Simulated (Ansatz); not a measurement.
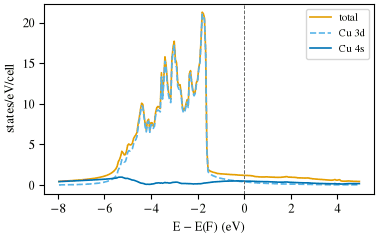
Figure. Total and projected density of states of Cu (dhcp (α-La type), P6_3/mmc), r²SCAN in the plane-wave PAW code Ansatz

**Question.** Which orbitals carry the states next to the Fermi level?

**Answer.** Within 0.5 eV of the Fermi level: Cu 4s 42 %, Cu 3d 34 %, outside the projected shells 24 %. Projections are on Löwdin-orthogonalised atomic valence shells; empty p or d shells of many metals are not among them.

**Question.** Where is the tallest occupied peak in this window, and what makes it?

**Answer.** Near -1.8 eV, about 21 states/eV per cell; the largest projected share is Cu 3d.

The workflow started from a Materials Project entry (that database holds measured and hypothetical structures alike); the Crystallography Open Database copy checked does not list it. It is not the phase usual at ambient conditions (space group No. 225). The r²SCAN relaxation kept the symmetry of its start; whether a distortion lowers the energy is not shown. No spin polarisation was allowed.

Potentials: the later of the program's two PAW sets.
